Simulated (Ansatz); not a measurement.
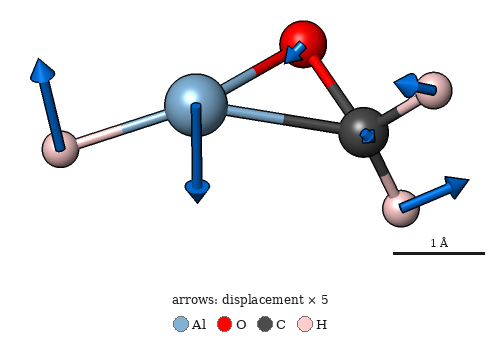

This is a relaxation of CH3AlO. The starting structure is drawn; blue arrows show the displacements, 5 times their true length. The two geometries are superimposed by the best rigid fit.

A ball-and-stick model, seen face on.

It is one of the separated products of a reaction.

Method: RKS PBE0-D4/def2-TZVP in Ansatz 0.2.0. Set-up: force threshold 0.005 eV/Å; at most 200 steps.

What happened in the run?

Answer. The atom that moves furthest after the best rigid fit is the Al atom (0.27 Å). Largest moves by element: Al 0.27 Å, H 0.25 Å, O 0.06 Å, C 0.04 Å. Among the contacts that change: Al–O 1.755 → 1.706 Å, Al–H 1.579 → 1.568 Å, Al–C 1.890 → 1.881 Å, C–O 1.482 → 1.486 Å. Bond angles that change, for instance: C–Al–H 151.4° → 172.3°, O–Al–H 137.0° → 139.1°. The energy falls by 4.57 kcal/mol in 7 geometry steps. The largest force component goes from 1 to 0.0038 eV/Å. Cost: 3.9 s on 8 threads of Arm Neoverse V2, on a shared host.
